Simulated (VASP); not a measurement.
The calculation's input:

```
SYSTEM = SiGe3
  PREC = Accurate
  ENCUT = 520
  EDIFF = 1E-7
  ISMEAR = -1
  SIGMA = 0.02
  LREAL = .False.
  LASPH = .True.
  NELM = 100
  ALGO = Fast
  ISIF = 2
  LWAVE = .False.
  LCHARG = .True.
  GGA = PE
  LELF = .True.
  LVHAR = .True.
  NBANDS = 31
```

Launched as:

```sh
cat potpaw_PBE.64/Si/POTCAR potpaw_PBE.64/Ge_d/POTCAR > POTCAR
mpirun -np 1 vasp_std > vasp.out
```

Below, planes, directions and counts refer to the conventional cell (a = 4.07 Å, b = 4.07 Å, c = 5.74 Å, α = 90.00°, β = 90.00°, γ = 90.00°).

Space group P-4m2; a generated structure, not necessarily the stable one; changed on purpose from its base cell (hydrostatic strain +2.6%); computed pressure about −3 GPa in this cell.

Theory: Kohn-Sham DFT of a periodic cell, PBE, VASP PAW PBE potentials, recommended in VASP 6.6.1.

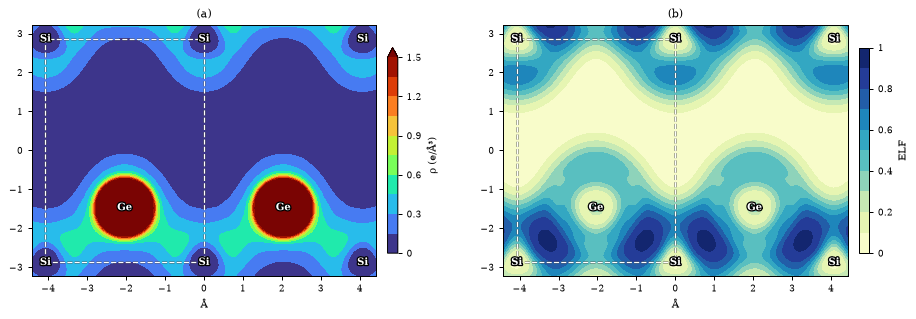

SiGe3. (a) valence charge density (pseudo); (b) ELF on the (100) plane of the conventional cell.

The density is the valence pseudo-density of a PAW calculation; it isn't the true density close to the nuclei.

### Read the bonding off the picture.

The plane passes through Si and Ge nuclei.
Si–Ge (2.47 Å): the density is about 0.49 e/Å³ at the midpoint; the ELF peaks at about 0.90 between the atoms, as expected for a covalent bond.
Between the atoms the lowest density in this plane is 0.01 e/Å³.
